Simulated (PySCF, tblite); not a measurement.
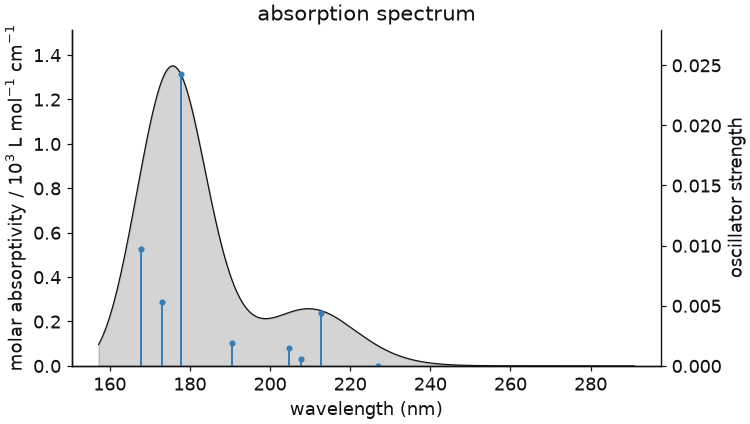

Vertical TDDFT excitations, PBE0/def2-SVPD with PySCF 2.14.0, at a GFN2-xTB geometry (a minimum by its frequencies), gas phase. Only the first 8 singlet excitations are included; each is broadened by a Gaussian of 1/e half-width 0.40 eV. Sticks give oscillator strengths (right axis).

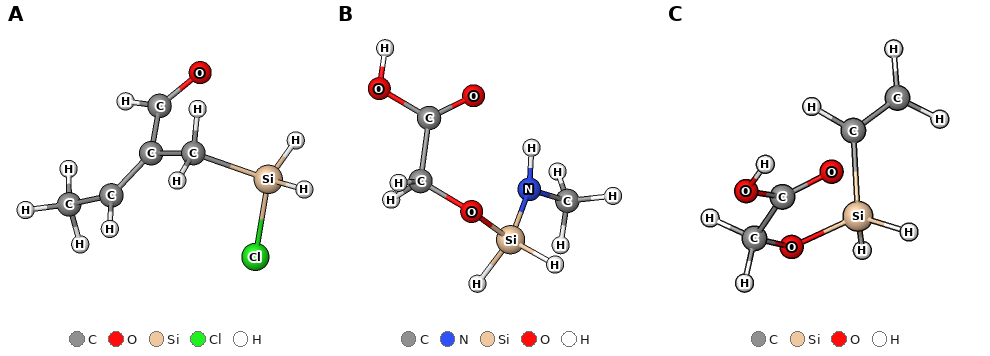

Whose absorption spectrum is this? The candidates are drawn in the second picture.

Answer. Structure B, C₃H₉NO₃Si, SMILES CN[SiH2]OCC(=O)O. Its lowest singlet lies at 5.46 eV (f = 0.000) and the brightest of those computed is S6 at 6.97 eV (178 nm), f = 0.024, mainly HOMO → LUMO+4 (86 %).

Known limits of this run: states above the negative HOMO energy depend on the basis; the tight-binding geometry is rougher than a DFT one and adds to the error; one conformer of a flexible molecule; core orbitals are frozen in the response.
